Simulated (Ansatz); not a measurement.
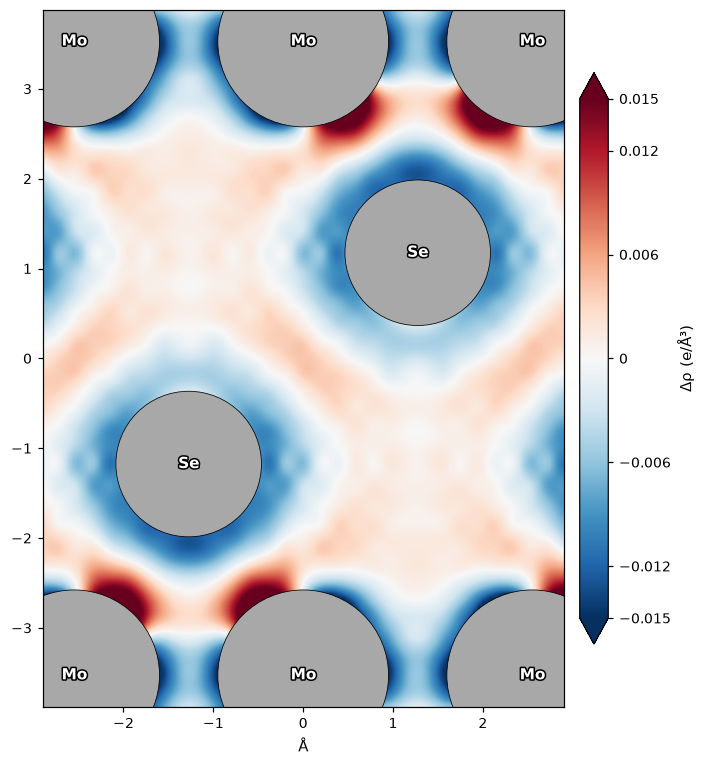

MoSe. Difference of the valence pseudo-densities of two functionals at the same geometry, on the (110) plane of the calculation cell: one of PBE and r2SCAN less the other.

Space group P6₃/mmc; started from the NiAs prototype, which need not be the ambient phase; the program warned that a starting moment wasn't kept.

Both computed with Ansatz (plane waves, PAW), on the same k-point mesh. Grey discs cover the atomic cores.

Which was subtracted from which, and what does the map show?

It is PBE less r2SCAN. Against r2SCAN, PBE gives less density around Se (−0.008 e/Å³ on average at 1.0 Å from the nucleus) and a change of −0.006 e/Å³ at the midpoint of Mo–Mo.
